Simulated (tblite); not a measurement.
## Frequency calculation of C4H8FSi3

System: C4H8FSi3, multiplicity 2.
Method: GFN2-xTB harmonic vibrations, gas phase (tblite 0.8.0).

It belongs to a series of runs on one base structure; here: H removed from Si.

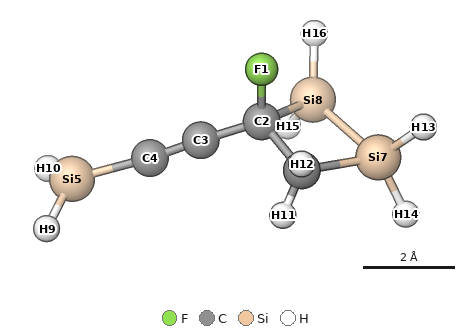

The structure (ball-and-stick view, seen at a tilt; atoms are numbered from 1 in the order of the input). Bond lengths as drawn: C–C 1.22 to 1.55 Å, C–F 1.42 Å, C–H 1.09 Å, C–Si 1.80 to 1.97 Å, H–Si 1.45 to 1.47 Å and Si–Si 2.33 Å.

Input
```
{"job": {"kind": "ir", "xc": "GFN2-xTB", "basis": "xTB"}, "charge": 0, "multiplicity": 2}
F     -1.102394    -0.630655     1.746876
C     -0.476620    -0.277097     0.522156
C      0.897188     0.024229     0.748538
C      2.087302     0.262859     0.859422
Si     3.819923     0.605275     1.204553
C     -1.292147     0.882866    -0.100422
Si    -2.436412    -0.080740    -1.310454
Si    -0.899950    -1.739139    -0.731016
H      4.226692     1.992939     1.320175
H      4.806368    -0.348938     0.734187
H     -0.616181     1.566867    -0.614649
H     -1.785925     1.455825     0.683832
H     -3.822328    -0.167741    -0.838243
H     -2.466145     0.509449    -2.654659
H      0.249194    -2.010790    -1.602639
H     -1.196163    -2.959123     0.020934
```

The first line tells a small driver script what to run in tblite; the rest is the geometry in Å.

Launch command:
```bash
OMP_NUM_THREADS=1 python <driver script> task.json out
```

What the program printed
```
mode    cm-1     km/mol
  1      34.0      0.87
  2      54.9      0.52
  3      72.3      1.01
  4      88.2      1.32
  5     160.8      1.64
  6     205.4      2.49
  7     223.9      6.87
  8     261.6     30.81
  9     294.2     17.32
 10     318.3      8.02
 11     331.1      9.98
 12     387.7      1.61
 13     398.9      2.08
 14     429.8      2.30
 15     450.4     14.07
 16     467.9      3.91
 17     477.4     80.24
 18     511.5     40.62
 19     539.1    199.84
 20     562.4    227.52
 21     644.9    234.80
 22     700.9     59.10
 23     731.3     48.03
 24     749.9    231.63
 25     770.5    240.12
 26     778.9    120.98
 27     796.5    174.17
 28     856.4    145.26
 29     982.1     24.06
 30    1096.1      4.25
 31    1183.2     13.57
 32    1234.0     11.15
 33    1460.9      4.49
 34    2159.3     25.41
 35    2195.3    103.73
 36    2207.2    264.23
 37    2223.8    491.41
 38    2247.4    353.47
 39    2363.3    391.98
 40    2365.8    260.39
 41    2985.1     26.84
 42    3001.3     10.31
```

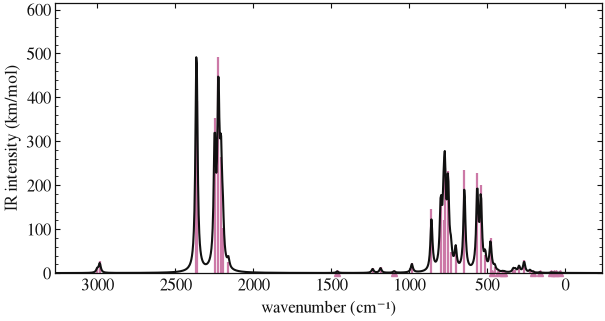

Harmonic infrared spectrum, unscaled: sticks (degenerate modes added up, dark ones marked on the axis) with a Lorentzian envelope of 16 cm⁻¹ full width, scaled to the tallest stick. 42 modes from 34 to 3001 cm⁻¹, none imaginary. The strongest line is at 2224 cm⁻¹ (491 km/mol).

Key numbers

```csv
quantity,value
outcome,converged
total energy,−609.5870 eV
zero-point energy,57.1880 kcal/mol
hardware,"1 CPU thread, shared host"
wall time,2.8 s
peak memory,0.18 GiB
```
